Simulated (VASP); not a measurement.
Band structure of CoTe (relaxed from the NiAs type structure, space group P6_3/mmc). Method: PBEsol GGA, VASP's PBE PAW potentials (set 64) (plane waves; VASP 6.6.1).

Unless said otherwise, spin-orbit coupling is left out, though it shifts the bands of the heavy elements here.

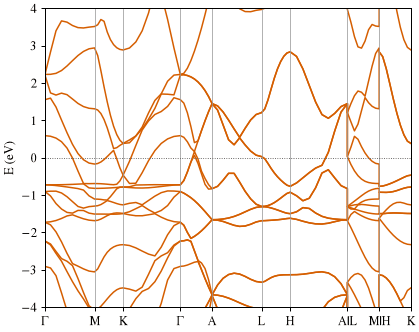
Figure: Bands along high-symmetry lines, zero at the valence-band maximum or, without a gap, the Fermi level

**Question.** Read the plot: is there a gap, and where are the band edges?

**Answer.** It has no gap at this level: it comes out as a metal or semimetal. (Edges off the drawn lines would not show.)

The structure was generated: CoTe was put into the NiAs type type (P6_3/mmc), which need not be its known phase. It was relaxed first, which changed the volume by -25 %. The run is not spin-polarised, so no magnetic state was tried.
